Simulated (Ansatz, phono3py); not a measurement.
## CeO2 (Fm-3m): solver, mesh and scattering choices in phono3py

Wanted: the sensitivity of κ of CeO2 to the choices of the transport step.

What experiment has found for this phase:
- thermal conductivity 10.8 W/m/K near room temperature (given in “Predicting the lattice thermal conductivity of solids by solving the Boltzmann transport equation: AFLOW - AAPL an automated, accurate and efficient framework”, 2017, arXiv:1611.05481)

Calculated with Ansatz 0.2.0 and phono3py 4.10.0; DFT PBEsol, scalar-relativistic, plane waves, PAW; PAW set soft_1, in the first sound run; inputs show where later runs differ.

### Step 1. The starting structure

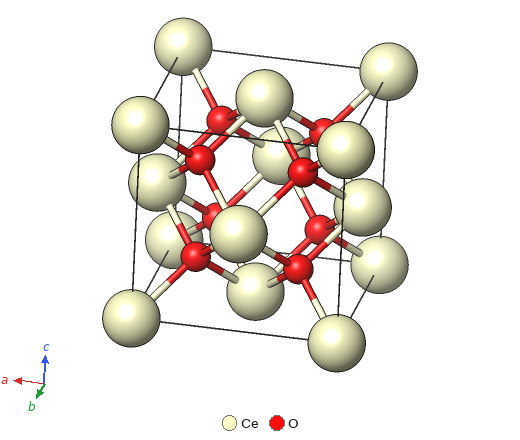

The cell as given, from a free direction (cerium light yellow, oxygen red). This picture shows the conventional cell, with its axes. Some periodic images of atoms are drawn too.

### Step 2. Where the constants come from

File input.yaml:

```yaml
crystal:
  lattice:
    - [0.0, 2.6992869242, 2.6992869242]
    - [2.6992869242, 0.0, 2.6992869242]
    - [2.6992869242, 2.6992869242, 0.0]
  atoms:
    - { symbol: Ce, position: [0.0, 0.0, 0.0] }
    - { symbol: O, position: [0.25, 0.25, 0.25] }
    - { symbol: O, position: [0.75, 0.75, 0.75] }
kpoints:
  mp_grid: { grid: [12, 12, 12] }
hamiltonian:
  xc: pbesol
  pseudopotentials: { kind: paw, azcp: { folder: soft_1 }, xc_functional: pbe }
scf:
  occupations: { method: fixed }
  lower_state_search: "off"
output:
  eigenvalues: true
phonons:
  method: fd
  dielectric: true
  qmesh: [6, 6, 6]
  temperatures: { t_max: 1000, t_step: 50 }
  qpath:
    path:
      - [[0.0, 0.0, 0.0], [0.5, 0.0, 0.5], [0.5, 0.25, 0.75], [0.375, 0.375, 0.75], [0.0, 0.0, 0.0], [0.5, 0.5, 0.5], [0.625, 0.25, 0.625], [0.5, 0.25, 0.75], [0.5, 0.5, 0.5], [0.375, 0.375, 0.75]]
      - [[0.625, 0.25, 0.625], [0.5, 0.0, 0.5]]
    npoints: 10
  third_order: { supercell: [3, 3, 3], pair_cutoff: 2.849 }
  lattice_thermal_conductivity:
    qmesh: [19, 19, 19]
    temperatures: [100.0, 150.0, 200.0, 300.0, 400.0, 500.0, 600.0, 800.0]
    isotope_mass_variance:
      - { species: Ce, variance: 2.25e-05 }
      - { species: O, variance: 3.359e-05 }
    solution: relaxation_time
```

Launch:

```sh
$ ansatz run input.yaml --threads 18 --pin off --max-ram 92160MiB --backend cuda --events-out ev --progress --plain --runs-dir out --max-vram 78GiB
```

Elapsed: 5.5 min, on 1 × NVIDIA GB200 with 18 threads of Arm Neoverse V2, shared host; peak memory 6.3 GiB.

Numbers from this step:

```yaml
highest_frequency: 571 cm⁻¹
kappa_at_300_k_relaxation_time: 16.06 W/m/K
dipole_term: run
third_order_blocks: 159
```

### Step 3. Relaxation-time solution

The base run: each mode relaxes on its own with natural isotopes, and rates are split into normal and umklapp parts.

This step: DFT PBEsol, scalar-relativistic, plane waves, PAW; PAW set soft_1; phono3py on Ansatz's force constants (phono3py 4.10.0).

File phono3py.yaml:

```yaml
phono3py:
  version: "4.10.0"
  frequency_unit_conversion_factor: 15.633302
  symmetry_tolerance: 1.00000e-05

physical_unit:
  atomic_mass: "AMU"
  length: "angstrom"

space_group:
  type: "Fm-3m"
  number: 225
  Hall_symbol: "-F 4 2 3"

primitive_matrix:
- [  1.000000000000000,  0.000000000000000,  0.000000000000000 ]
- [  0.000000000000000,  1.000000000000000,  0.000000000000000 ]
- [  0.000000000000000,  0.000000000000000,  1.000000000000000 ]

supercell_matrix:
- [   3,   0,   0 ]
- [   0,   3,   0 ]
- [   0,   0,   3 ]

# [primitive_cell block left out]
unit_cell:
  lattice:
  - [     0.000000000000000,     2.699286924200000,     2.699286924200000 ] # a
  - [     2.699286924200000,     0.000000000000000,     2.699286924200000 ] # b
  - [     2.699286924200000,     2.699286924200000,     0.000000000000000 ] # c
  points:
  - symbol: Ce # 1
    coordinates: [  0.000000000000000,  0.000000000000000,  0.000000000000000 ]
    mass: 140.116000
    reduced_to: 1
  - symbol: O # 2
    coordinates: [  0.250000000000000,  0.250000000000000,  0.250000000000000 ]
    mass: 15.999000
    reduced_to: 2
  - symbol: O # 3
    coordinates: [  0.750000000000000,  0.750000000000000,  0.750000000000000 ]
    mass: 15.999000
    reduced_to: 3

# [supercell block left out]
phonon_supercell_matrix:
- [   6,   0,   0 ]
- [   0,   6,   0 ]
- [   0,   0,   6 ]

# [phonon_primitive_cell block left out]
# [phonon_supercell block left out]
nac:
  born_effective_charge:
  - # 1 (Ce)
    - [  5.766628302692746,  0.000000000000000,  0.000000000000000 ]
    - [  0.000000000000000,  5.766628302692746,  0.000000000000000 ]
    - [  0.000000000000000,  0.000000000000000,  5.766628302692746 ]
  - # 2 (O)
    - [ -2.883314151346373,  0.000000000000000,  0.000000000000000 ]
    - [  0.000000000000000, -2.883314151346373,  0.000000000000000 ]
    - [  0.000000000000000,  0.000000000000000, -2.883314151346373 ]
  - # 3 (O)
    - [ -2.883314151346373,  0.000000000000000,  0.000000000000000 ]
    - [  0.000000000000000, -2.883314151346373,  0.000000000000000 ]
    - [  0.000000000000000,  0.000000000000000, -2.883314151346373 ]
  dielectric_constant:
    - [  7.840627509700767,  0.000000000000000,  0.000000000000000 ]
    - [  0.000000000000000,  7.840627509700767,  0.000000000000000 ]
    - [  0.000000000000000,  0.000000000000000,  7.840627509700767 ]
  unit_conversion_factor: 14.399645
```

Launch:

```sh
$ phono3py phono3py.yaml --mesh 19 19 19 --br --isotope --nu --ts 100 150 200 300 400 500 600 800
```

What it wrote:

```text
Rust backend (phonors) using rayon (8 threads).
Running in phono3py.load mode.
Spglib version 2.8.0
----------------------------- General settings -----------------------------
Run mode: conductivity-RTA
HDF5 data compression filter: gzip
Crystal structure was read from "phono3py.yaml".
Supercell (dim): [3 3 3]
Phonon supercell (dim-fc2): [6 6 6]
Primitive matrix:
  [1. 0. 0.]
  [0. 1. 0.]
  [0. 0. 1.]
Spacegroup: Fm-3m (225)
Use -v option to watch primitive cell, unit cell, and supercell structures.
NAC parameters were read from "phono3py.yaml".
fc3 was read from "fc3.hdf5".
fc2 was read from "fc2.hdf5".
----------------------------- Force constants ------------------------------
Max drift of fc3: -0.00000100 (xzy) -0.00000100 (xzy) -0.00000100 (xyz)
Max drift of fc2: -0.00001600 (xx) -0.00001600 (xx)
--------------------------- Calculation settings ---------------------------
Non-analytical term correction (NAC): True
NAC unit conversion factor:  14.39964
BZ integration: Tetrahedron-method
Temperature:  100.0  150.0  200.0  300.0  400.0 ... 800.0
Cutoff frequency: 0.01
Mesh sampling: [ 19 19 19 ]
Generating grid system ... [ 19 19 19 ]
fc3-r2q-transformation over three atoms: True
--------------------------- Phonon calculations ----------------------------
Use NAC by Gonze et al. (no real space sum in current implementation)
  PRB 50, 13035(R) (1994), PRB 55, 10355 (1997)
  G-cutoff distance: 1.22, Number of G-points: 307, Lambda: 0.36
Running harmonic phonon calculations...
-------------------- Lattice thermal conductivity (RTA) --------------------
Running heat capacity calculations...
Running velocity calculations...
Running isotope scattering calculations with tetrahedron method...
======================= Grid point 0 (1/220) =======================
q-point: ( 0.00  0.00  0.00)
Boundary mean free path (millimeter): 1000.000
Mass variance parameters: 2.25e-05 3.36e-05 3.36e-05
Number of triplets: 220
Frequency     group velocity (x, y, z)     |gv|
  -0.008   (   0.000    0.000    0.000)    0.000
  -0.008   (   0.000    0.000    0.000)    0.000
  -0.008   (   0.000    0.000    0.000)    0.000
   8.313   (   0.000    0.000    0.000)    0.000
   8.313   (   0.000    0.000    0.000)    0.000
   8.313   (   0.000    0.000    0.000)    0.000
  12.987   (   0.000    0.000    0.000)    0.000
  12.987   (   0.000    0.000    0.000)    0.000
  12.987   (   0.000    0.000    0.000)    0.000
======================= Grid point 1 (2/220) =======================
q-point: ( 0.05  0.00  0.00)
Boundary mean free path (millimeter): 1000.000
Mass variance parameters: 2.25e-05 3.36e-05 3.36e-05
Number of triplets: 670
Frequency     group velocity (x, y, z)     |gv|
   0.629   ( -21.257   21.257   21.257)   36.818
   0.629   ( -21.257   21.257   21.257)   36.818
   1.027   ( -34.821   34.821   34.821)   60.311
   8.336   (  -1.549    1.549    1.549)    2.683
   8.336   (  -1.549    1.549    1.549)    2.683
  12.956   (   2.086   -2.086   -2.086)    3.613
  12.956   (   2.086   -2.086   -2.086)    3.613
[...]
[217 grid points left out]
======================= Grid point 1647 (220/220) =======================
q-point: (-0.26  0.47  0.21)
Boundary mean free path (millimeter): 1000.000
Mass variance parameters: 2.25e-05 3.36e-05 3.36e-05
Number of triplets: 1810
Frequency     group velocity (x, y, z)     |gv|
[...]
5.748   (  -0.554   27.798   -0.000)   27.804
   5.940   (  12.171  -20.580    0.000)   23.910
   6.056   (  -5.989    2.630    0.000)    6.541
   6.429   ( -20.136   -9.102    0.000)   22.098
  10.548   (   1.099   48.241   -0.000)   48.253
  11.021   (  -2.583  -45.179    0.000)   45.252
  13.850   (   2.460    2.547   -0.000)    3.541
  16.652   (   2.590   -1.619   -0.000)    3.054
=================== End of collection of collisions ===================
----------- Thermal conductivity (W/m-k) with tetrahedron method -----------
#  T(K)        xx         yy         zz         yz         xz         xy
  100.0      62.370     62.370     62.370     -0.000     -0.000      0.000
  150.0      34.204     34.204     34.204     -0.000     -0.000      0.000
  200.0      24.168     24.168     24.168     -0.000     -0.000      0.000
  300.0      15.555     15.555     15.555     -0.000     -0.000      0.000
  400.0      11.550     11.550     11.550     -0.000     -0.000      0.000
  500.0       9.203      9.203      9.203     -0.000     -0.000      0.000
  600.0       7.654      7.654      7.654     -0.000     -0.000      0.000
  800.0       5.730      5.730      5.730     -0.000     -0.000      0.000

Thermal conductivity related properties were written into
"kappa-m191919.hdf5".
Summary of calculation was written in "phono3py.yaml".
```

Run time: 97 s. Hardware: 8 threads of AMD EPYC 7R43, shared host; peak memory 0.17 GiB; 12 min of CPU time.

This step gave:

```
κ at 300 K                                       : 15.55 W/m/K
κ xx, yy, zz at 300 K                            : 15.55, 15.55, 15.55 W/m/K
normal share of three-phonon scattering at 300 K : 0.454
```

W/m/K. Kappa, by row:

```
T (K)     xx     yy     zz  yz  xz  xy
  100  62.37  62.37  62.37   0   0   0
  150   34.2   34.2   34.2   0   0   0
  200  24.17  24.17  24.17   0   0   0
  300  15.55  15.55  15.55   0   0   0
  400  11.55  11.55  11.55   0   0   0
  500  9.203  9.203  9.203   0   0   0
  600  7.654  7.654  7.654   0   0   0
  800   5.73   5.73   5.73   0   0   0
```

The lattice thermal conductivity, xx by temperature:

```
temperature (K)  lattice thermal conductivity, xx (W/m/K)
            100                                      62.4
            150                                      34.2
            200                                      24.2
            300                                      15.6
            400                                      11.6
            500                                      9.20
            600                                      7.65
            800                                      5.73
```

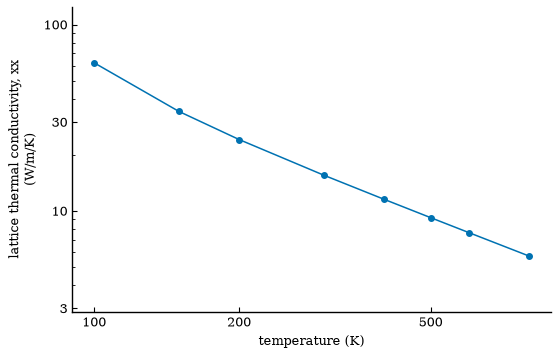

Lattice thermal conductivity, xx, plotted against temperature.

Mean scattering rate at 300 K against frequency:

```
frequency (THz)  normal (1/ps)  umklapp (1/ps)
           0.36         0.0102          7.4e-4
           1.07         0.0247          0.0052
           1.78          0.051           0.021
           2.50         0.0845           0.059
           3.21          0.116            0.14
           3.93          0.133           0.222
           4.64           0.15           0.189
           5.35          0.207           0.237
           6.07           0.27           0.377
           6.78          0.422           0.701
           7.50          0.532           0.698
           8.21           0.45           0.457
           8.92          0.546           0.618
           9.64          0.712            0.92
          10.35          0.601           0.782
          11.07          0.652           0.746
          11.78          0.748           0.902
          12.49          0.653           0.805
          13.21          0.672           0.926
          13.92          0.707            1.42
          14.64              -               -
          15.35            1.1            1.37
          16.06            1.1            1.26
          16.78           0.85            1.66
```

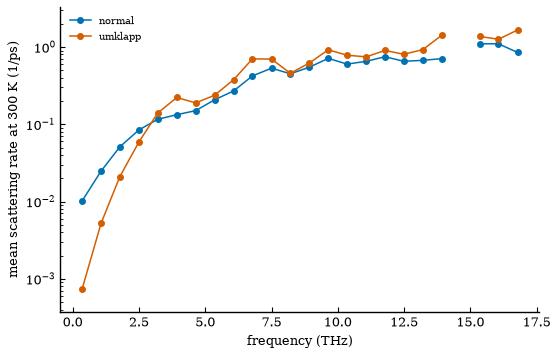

Mean scattering rate at 300 K against frequency.

The base value at 300 K is 15.6 W/(m K).

The lattice thermal conductivity, xx is 15.6 W/m/K at 300 K, going as T^-1.0 above 200 K.

### Step 4. Two programs, one set of constants

This step: DFT PBEsol, scalar-relativistic, plane waves, PAW; PAW set soft_1 (Ansatz 0.2.0).

Ansatz's figure includes its coherence part. Comparison, by row:

```
T (K)  Ansatz RTA (W/m/K)  phono3py RTA (W/m/K)  difference (%)
  100               63.15                 62.37           -1.24
  150               34.71                  34.2           -1.47
  200               24.66                 24.17           -1.99
  300               16.06                 15.55           -3.18
  400               12.07                 11.55           -4.31
  500               9.726                 9.203           -5.38
  600               8.177                 7.654            -6.4
  800               6.249                  5.73           -8.31
```

### Step 5. Without isotopes, third order supercell 3×3×3, supercell 6×6×6

Leaving out the isotope term shows how much the natural mass disorder scatters.

This step: DFT PBEsol, scalar-relativistic, plane waves, PAW; PAW set soft_1; phono3py on Ansatz's force constants (phono3py 4.10.0).

phono3py.yaml is that of step 3.

Launch:

```sh
$ phono3py phono3py.yaml --mesh 19 19 19 --br --ts 100 150 200 300 400 500 600 800
```

What it wrote:

```text
[banner, memory and clock lines left out]
Rust backend (phonors) using rayon (8 threads).
Running in phono3py.load mode.
Spglib version 2.8.0
----------------------------- General settings -----------------------------
Run mode: conductivity-RTA
HDF5 data compression filter: gzip
Crystal structure was read from "phono3py.yaml".
Supercell (dim): [3 3 3]
Phonon supercell (dim-fc2): [6 6 6]
Primitive matrix:
  [1. 0. 0.]
  [0. 1. 0.]
  [0. 0. 1.]
Spacegroup: Fm-3m (225)
Use -v option to watch primitive cell, unit cell, and supercell structures.
NAC parameters were read from "phono3py.yaml".
fc3 was read from "fc3.hdf5".
fc2 was read from "fc2.hdf5".
----------------------------- Force constants ------------------------------
Max drift of fc3: -0.00000100 (xzy) -0.00000100 (xzy) -0.00000100 (xyz)
Max drift of fc2: -0.00001600 (xx) -0.00001600 (xx)
--------------------------- Calculation settings ---------------------------
Non-analytical term correction (NAC): True
NAC unit conversion factor:  14.39964
BZ integration: Tetrahedron-method
Temperature:  100.0  150.0  200.0  300.0  400.0 ... 800.0
Cutoff frequency: 0.01
Mesh sampling: [ 19 19 19 ]
Generating grid system ... [ 19 19 19 ]
fc3-r2q-transformation over three atoms: True
--------------------------- Phonon calculations ----------------------------
  PRB 50, 13035(R) (1994), PRB 55, 10355 (1997)
  G-cutoff distance: 1.22, Number of G-points: 307, Lambda: 0.36
Running harmonic phonon calculations...
-------------------- Lattice thermal conductivity (RTA) --------------------
Running heat capacity calculations...
Running velocity calculations...
======================= Grid point 0 (1/220) =======================
q-point: ( 0.00  0.00  0.00)
Boundary mean free path (millimeter): 1000.000
Number of triplets: 220
Frequency     group velocity (x, y, z)     |gv|
  -0.008   (   0.000    0.000    0.000)    0.000
  -0.008   (   0.000    0.000    0.000)    0.000
  -0.008   (   0.000    0.000    0.000)    0.000
   8.313   (   0.000    0.000    0.000)    0.000
   8.313   (   0.000    0.000    0.000)    0.000
   8.313   (   0.000    0.000    0.000)    0.000
  12.987   (   0.000    0.000    0.000)    0.000
  12.987   (   0.000    0.000    0.000)    0.000
  12.987   (   0.000    0.000    0.000)    0.000
======================= Grid point 1 (2/220) =======================
q-point: ( 0.05  0.00  0.00)
Boundary mean free path (millimeter): 1000.000
Number of triplets: 670
Frequency     group velocity (x, y, z)     |gv|
   0.629   ( -21.257   21.257   21.257)   36.818
   0.629   ( -21.257   21.257   21.257)   36.818
   1.027   ( -34.821   34.821   34.821)   60.311
   8.336   (  -1.549    1.549    1.549)    2.683
   8.336   (  -1.549    1.549    1.549)    2.683
  12.956   (   2.086   -2.086   -2.086)    3.613
  12.956   (   2.086   -2.086   -2.086)    3.613
[...]
[217 grid points left out]
======================= Grid point 1647 (220/220) =======================
q-point: (-0.26  0.47  0.21)
Boundary mean free path (millimeter): 1000.000
Number of triplets: 1810
Frequency     group velocity (x, y, z)     |gv|
[...]
5.748   (  -0.554   27.798   -0.000)   27.804
   5.940   (  12.171  -20.580    0.000)   23.910
   6.056   (  -5.989    2.630    0.000)    6.541
   6.429   ( -20.136   -9.102    0.000)   22.098
  10.548   (   1.099   48.241   -0.000)   48.253
  11.021   (  -2.583  -45.179    0.000)   45.252
  13.850   (   2.460    2.547   -0.000)    3.541
  16.652   (   2.590   -1.619   -0.000)    3.054
=================== End of collection of collisions ===================
----------- Thermal conductivity (W/m-k) with tetrahedron method -----------
#  T(K)        xx         yy         zz         yz         xz         xy
  100.0      63.062     63.062     63.062     -0.000     -0.000      0.000
  150.0      34.397     34.397     34.397     -0.000     -0.000      0.000
  200.0      24.261     24.261     24.261     -0.000     -0.000      0.000
  300.0      15.592     15.592     15.592     -0.000     -0.000      0.000
  400.0      11.572     11.572     11.572     -0.000     -0.000      0.000
  500.0       9.217      9.217      9.217     -0.000     -0.000      0.000
  600.0       7.664      7.664      7.664     -0.000     -0.000      0.000
  800.0       5.736      5.736      5.736     -0.000     -0.000      0.000

Thermal conductivity related properties were written into
"kappa-m191919.hdf5".
Summary of calculation was written in "phono3py.yaml".
```

Elapsed: 93 s, on 8 threads; peak memory 0.17 GiB.

This step gave:

| Quantity | Value |
| --- | --- |
| κ at 300 K | 15.59 W/m/K |
| κ xx, yy, zz at 300 K | 15.59, 15.59, 15.59 W/m/K |

W/m/K. Kappa, by row:

```
T (K)     xx     yy     zz  yz  xz  xy
  100  63.06  63.06  63.06   0   0   0
  150   34.4   34.4   34.4   0   0   0
  200  24.26  24.26  24.26   0   0   0
  300  15.59  15.59  15.59   0   0   0
  400  11.57  11.57  11.57   0   0   0
  500  9.217  9.217  9.217   0   0   0
  600  7.664  7.664  7.664   0   0   0
  800  5.736  5.736  5.736   0   0   0
```

κ at 300 K goes from 15.6 in the base run to 15.6 W/(m K).

(Continued in part 2 of 5.)

[Logs are printed without paths, hosts, clocks, repeated set-up lines and the standing remarks that a program may print on its own settings, such as how far it seeks lower states.]

[Hosts, paths, dates, database ids (printed as entryN), source tags and the programs' standing remarks are cut or masked in the printed files.]

[A step with changed settings may run another functional than the one named; its input shows which.]
